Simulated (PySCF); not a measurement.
C2H6Si, SMILES `C=C[SiH3]`.

Method: B3LYP/def2-TZVP; geometry: GFN2-xTB; program: PySCF. No frequency check shows the geometry to be a minimum.

Geometry (Å), atoms numbered from 1:

```
C1       1.7559    0.2760    0.0002
C2       0.6924   -0.5119   -0.0002
Si3     -1.0937    0.0783   -0.0001
H4       1.6633    1.3506   -0.0008
H5       2.7667   -0.1051    0.0004
H6       0.8533   -1.5845    0.0002
H7      -1.7640   -0.4381    1.1978
H8      -1.7657   -0.4444   -1.1930
H9      -1.1320    1.5409   -0.0031
```

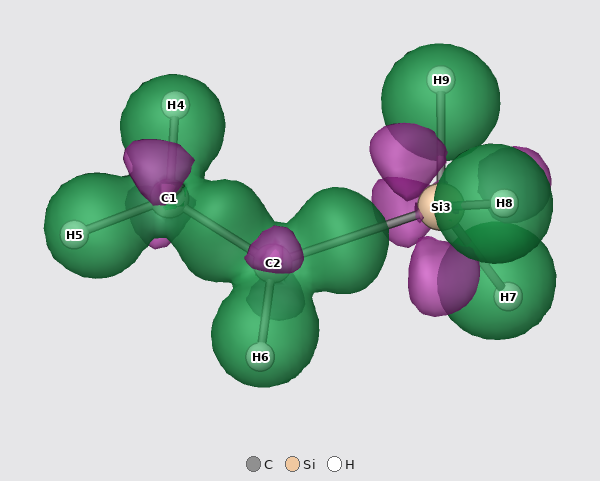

Deformation density (molecule less spherical, spin-averaged free atoms at the same positions), surfaces at ±0.09 e/Å³; green: gain, purple: loss.

Q: Describe the bonding that the map shows.

A: C1–C2: +0.79 e/Å³ at the bond critical point (bond length 1.32 Å, Mayer order 1.9). C1–H4: +0.77 e/Å³ at the bond critical point (bond length 1.08 Å, Mayer order 1.0). C1–H5: +0.76 e/Å³ at the bond critical point (bond length 1.08 Å, Mayer order 1.0). C2–H6: +0.73 e/Å³ at the bond critical point (bond length 1.08 Å, Mayer order 0.9). Si3–H9: +0.23 e/Å³ at the bond critical point (bond length 1.46 Å, Mayer order 1.0). Si3–H8 and Si3–H7: +0.22 e/Å³ at the bond critical point (bond length 1.47 Å, Mayer order 0.9). C2–Si3: +0.18 e/Å³ at the bond critical point (bond length 1.88 Å, Mayer order 1.0). In all, 2.1 electrons gather in the regions of gain relative to the promolecule.
